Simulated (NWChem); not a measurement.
# UB3LYP/6-31G(d) (spherical functions) run of C2H3Cl2Si (SMILES [H]/[C]=C/[SiH](Cl)Cl)

What is the vertical ionisation energy of C2H3Cl2Si at UB3LYP/6-31G* (spherical functions)? 

Program for the calculation: NWChem 7.3.0.

1 further run of the same task is left out (set aside as unsound or not needed). Runs told in other sessions of the task aren't counted.

### 1 The system as given

The species is C2H3Cl2Si (8 atoms), meant as a doublet with charge 0. As SMILES, `[H]/[C]=C/[SiH](Cl)Cl`. The coordinates come from a PBE0-D4/def2-TZVP relaxation. This is one conformer, not always the lowest.

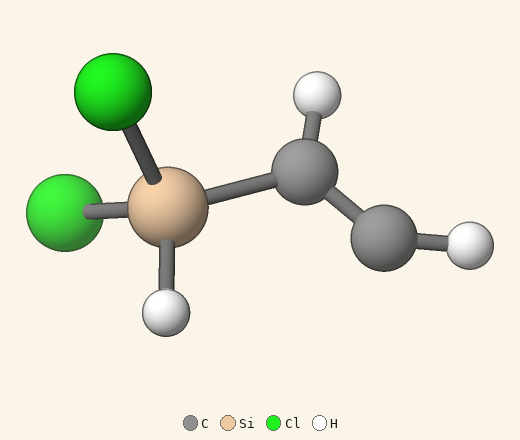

The structure, seen from a chosen angle (carbon grey, silicon light orange, chlorine green, hydrogen white).

### 2 Energy and forces at UB3LYP/6-31G(d) (spherical functions)

The input, geom.nw:

```
start geom
title "C2H3Cl2Si"
memory stack 880 mb heap 220 mb global 1100 mb
geometry noautosym nocenter noautoz
   C    -0.467200    1.549800    0.659300
   C    -0.193600    0.279100    0.737900
   Si    0.301600   -0.635800   -0.791100
   Cl   -1.013100   -2.166600   -1.130900
   Cl    2.164100   -1.443500   -0.534600
   H    -0.772500    2.376400    1.285600
   H    -0.249600   -0.262100    1.689000
   H     0.322500    0.245600   -1.971100
end
basis spherical bse
   C library 6-31G*
   Si library 6-31G*
   Cl library 6-31G*
   H library 6-31G*
end
dft
   xc b3lyp
   mult 2
   grid xfine
   convergence energy 1e-08
   maxiter 100
   mulliken
   noprint "final vectors analysis"
end
task dft gradient
```

Command:

```console
nwchem geom.nw > geom.out
```

What it wrote:

```text
[...]
          Wavefunction type:  spin polarized.
          No. of atoms     :     8
          No. of electrons :    63
[...]
          Charge           :     0
          Spin multiplicity:     2
[...]
          AO basis - number of functions:    88
[...]
              XC Information
              --------------
                         B3LYP Method XC Potential
                     Hartree-Fock (Exact) Exchange  0.200
                        Slater Exchange Functional  0.800 local
                    Becke 1988 Exchange Functional  0.720 non-local
              Lee-Yang-Parr Correlation Functional  0.810
                  VWN I RPA Correlation Functional  0.190 local
[...]
 d= 0,ls=0.0,diis     1  -1287.8202758379 -1.61D+03  6.78D-03  1.37D-01     4.3
[...]
 d= 0,ls=0.0,diis    13  -1287.8930879389 -1.12D-09  2.27D-07  1.22D-10    51.3
[...]
         Total DFT energy =    -1287.893087938943
      One electron energy =    -2413.896911261182
           Coulomb energy =      895.298699255613
    Exchange-Corr. energy =      -89.502969416881
 Nuclear repulsion energy =      320.208093483507
[...]
      Total Density - Mulliken Population Analysis
     ---------------------------------------------
    Atom       Charge   Shell Charges
 -----------   ------   -------------------------------------------------------
    1 C    6     6.15   2.00  0.71  1.90  0.62  0.90  0.03
    2 C    6     6.30   2.00  0.68  2.08  0.57  0.95  0.03
    3 Si  14    13.46   2.00  2.00  5.96  1.03  1.80  0.11  0.28  0.28
    4 Cl  17    17.22   2.00  2.00  5.97  1.41  3.65  0.54  1.63  0.02
    5 Cl  17    17.22   2.00  2.00  5.97  1.41  3.65  0.54  1.63  0.02
    6 H    1     0.82   0.51  0.31
    7 H    1     0.81   0.51  0.30
    8 H    1     1.03   0.51  0.52
[...]
      <S2> =      0.7597 (Exact =     0.7500)
[...]
  wavefunction    = open shell
                         DFT ENERGY GRADIENTS
    atom               coordinates                        gradient
                 x          y          z           x          y          z
   1 C      -0.882880   2.928697   1.245896    0.002172  -0.011504   0.002332
   2 C      -0.365851   0.527423   1.394429   -0.001333   0.008099  -0.002681
   3 Si      0.569941  -1.201488  -1.494962    0.001479  -0.007941   0.001809
   4 Cl     -1.914481  -4.094280  -2.137091    0.007247   0.007618   0.002417
   5 Cl      4.089556  -2.727819  -1.010248   -0.010125   0.003675  -0.000843
   6 H      -1.459813   4.490745   2.429432    0.000549  -0.001266  -0.001384
   7 H      -0.471676  -0.495297   3.191747    0.000072   0.001421  -0.002106
   8 H       0.609437   0.464117  -3.724839   -0.000062  -0.000103   0.000456
[...]
```

Run time: 60 s. Hardware: 1 thread of AMD EPYC 9R45 (Zen 5), shared host; peak memory 0.15 GiB.

### 3 The singlet cation: the energy at B3LYP/6-31G(d) (spherical functions)

The input, run.py:

```python
from ase import Atoms
from ase.calculators.nwchem import NWChem

mol = Atoms(['C', 'C', 'Si', 'Cl', 'Cl', 'H', 'H', 'H'], positions=[
    [-0.467200, 1.549800, 0.659300],
    [-0.193600, 0.279100, 0.737900],
    [0.301600, -0.635800, -0.791100],
    [-1.013100, -2.166600, -1.130900],
    [2.164100, -1.443500, -0.534600],
    [-0.772500, 2.376400, 1.285600],
    [-0.249600, -0.262100, 1.689000],
    [0.322500, 0.245600, -1.971100],
])

calc = NWChem(
    label='c2h3cl2si',
    theory='dft',
    memory='2200 mb',
    basis='6-31G*',
    basispar='spherical bse',
    charge=1,
    dft={'xc': 'b3lyp', 'mult': '1', 'grid': 'xfine', 'convergence': 'energy 1e-08', 'iterations': '100', 'mulliken': None},
    task='energy',
)
mol.calc = calc

print(f"energy = {mol.get_potential_energy():.6f} eV")
print("dipole (e A):", mol.get_dipole_moment().round(4))
```

Command:

```console
export ASE_NWCHEM_COMMAND="nwchem PREFIX.nwi > PREFIX.nwo"
python run.py
```

What it wrote:

```text
energy = -35036.067585 eV
dipole (e A): [-0.2522  0.7422  0.4906]
```

The calculator wrote c2h3cl2si.nwi:

```
title "c2h3cl2si"

permanent_dir c2h3cl2si

scratch_dir c2h3cl2si

start c2h3cl2si

geometry units angstrom nocenter noautosym noautoz
  C  -4.6720000000000000e-01 1.5498000000000001e+00 6.5930000000000000e-01
  C  -1.9359999999999999e-01 2.7910000000000001e-01 7.3790000000000000e-01
  Si 3.0159999999999998e-01 -6.3580000000000003e-01 -7.9110000000000003e-01
  Cl -1.0130999999999999e+00 -2.1665999999999999e+00 -1.1309000000000000e+00
  Cl 2.1640999999999999e+00 -1.4435000000000000e+00 -5.3459999999999996e-01
  H  -7.7249999999999996e-01 2.3763999999999998e+00 1.2856000000000001e+00
  H  -2.4959999999999999e-01 -2.6210000000000000e-01 1.6890000000000001e+00
  H  3.2250000000000001e-01 2.4560000000000001e-01 -1.9711000000000001e+00
end

charge 1

memory 2200 mb

basis spherical bse noprint
   * library 6-31G*
end

dft
  xc b3lyp
  mult 1
  grid xfine
  convergence energy 1e-08
  iterations 100
  mulliken
end

task dft energy
```

c2h3cl2si.nwo:

```text
Northwest Computational Chemistry Package (NWChem) 7.3.0
             --------------------------------------------------------

           Job information
           ---------------

    nwchem branch   = 7.3.0
    use scalapack   = T
    input           = c2h3cl2si.nwi
    prefix          = c2h3cl2si.
    data base       = c2h3cl2si/c2h3cl2si.db
    status          = startup
    nproc           =        1

           Memory information
           ------------------

    heap     =     72089600 doubles =      550.0 Mbytes
    stack    =     72089597 doubles =      550.0 Mbytes
    global   =    144179200 doubles =     1100.0 Mbytes (distinct from heap & stack)
    total    =    288358397 doubles =     2200.0 Mbytes
    verify   = yes
    hardfail = no

           Directory information
           ---------------------

  0 permanent = c2h3cl2si
  0 scratch   = c2h3cl2si

                                NWChem Input Module
                                -------------------

                                     c2h3cl2si
                                     ---------

 Scaling coordinates for geometry "geometry" by  1.889725989
 (inverse scale =  0.529177249)

                             Geometry "geometry" -> ""
                             -------------------------

[... 87 lines left out ...]
  convergence criterion.
[... 17 lines left out ...]
          Convergence on energy requested:  1.00D-08
[... 1 line left out ...]
          Convergence on gradient requested:  5.00D-04
[... 25 lines left out ...]
          Convergence Information
[... 2 lines left out ...]
          total energy or number of iterations.
[... 29 lines left out ...]
 1-e energy   =   -2372.851149
[... 30 lines left out ...]
   convergence    iter        energy       DeltaE   RMS-Dens  Diis-err    time
[... 22 lines left out ...]
      One electron energy =    -2401.112454155217
[... 1 line left out ...]
    Exchange-Corr. energy =      -89.115956544703
[... 6 lines left out ...]
                       DFT Final Molecular Orbital Analysis
[... 631 lines left out ...]
    2 C    6     6.26   2.00  0.70  2.07  0.58  0.89  0.02
    3 Si  14    13.43   2.00  2.00  5.96  1.04  1.83  0.09  0.23  0.28
[... 4 lines of this table left out ...]
    8 H    1     0.98   0.50  0.47

     -------------------------------------------
      Total Density - Lowdin Population Analysis
     -------------------------------------------

    Atom       Charge   Shell Charges
 -----------   ------   -------------------------------------------------------
    1 C    6     5.76   1.99  0.62  1.62  0.47  1.02  0.04
    2 C    6     6.22   1.99  0.57  1.87  0.44  1.30  0.05
    3 Si  14    13.55   2.00  1.97  5.88  0.67  1.59  0.32  0.74  0.38
[... 4 lines of this table left out ...]
    8 H    1     0.99   0.49  0.50

 center of mass
 --------------
 x =   0.60580316 y =  -1.81055271 z =  -0.94677429

 moments of inertia (a.u.)
 ------------------
         822.361642651203          37.548050172653         -19.720732280633
          37.548050172653         908.036449573731        -298.694463138269
         -19.720732280633        -298.694463138269        1294.218477215034

     Multipole analysis of the density
     ---------------------------------

     L   x y z        total         alpha         beta         nuclear
     -   - - -        -----         -----         ----         -------
     0   0 0 0      1.000000    -31.000000    -31.000000     63.000000

     1   1 0 0     -0.476555    -18.308782    -18.308782     36.141010
[... 8 lines of this table left out ...]
     2   0 0 2    -29.407802   -103.316208   -103.316208    177.224613

 Task  times  cpu:       26.6s     wall:       26.6s
 Total times  cpu:       26.6s     wall:       26.6s
```

It took 28 s on 1 thread of AMD EPYC 9R45 (Zen 5), shared host; peak memory 0.14 GiB.

### 4 Summary of results

At UB3LYP/6-31G* (spherical functions):

| quantity | value |
| --- | --- |
| doublet C2H3Cl2Si: total energy | -1287.89309 Eh |
| doublet C2H3Cl2Si: dipole moment | 2.58 D |
| doublet C2H3Cl2Si: ⟨S²⟩ | 0.760 |
| doublet C2H3Cl2Si: largest force on an atom | 0.614 eV/Å |
| singlet cation: total energy | -1287.55175 Eh |
| singlet cation: HOMO energy | -13.36 eV |
| singlet cation: LUMO energy | -11.52 eV |
| singlet cation: HOMO–LUMO gap | 1.84 eV |
| vertical ionisation energy (to the singlet cation) | 9.288 eV |

In words: The vertical ionisation energy comes to 9.29 eV (214 kcal/mol). The largest force (doublet C2H3Cl2Si) is 0.61 eV/Å: the shape isn't a stationary point for this species at this level. Only the singlet of the ionised species was computed; a triplet could lie lower. Mulliken charges (singlet cation) run from -0.26 on C2 to +0.57 on Si3.
